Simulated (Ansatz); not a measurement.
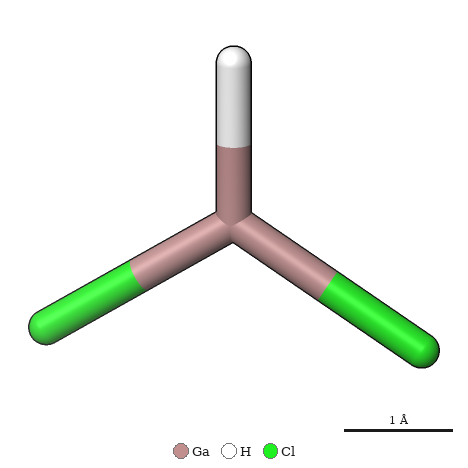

Rendered structure (stick style). Every bond is drawn as one stick, whatever its order.

Computed geometry: PBE0-D4/def2-TZVP optimisation.

Describe the molecule.

The molecule is Cl2GaH. The point group is C2v. All atoms lie on one plane. Coordination: 1 Ga trigonal planar.
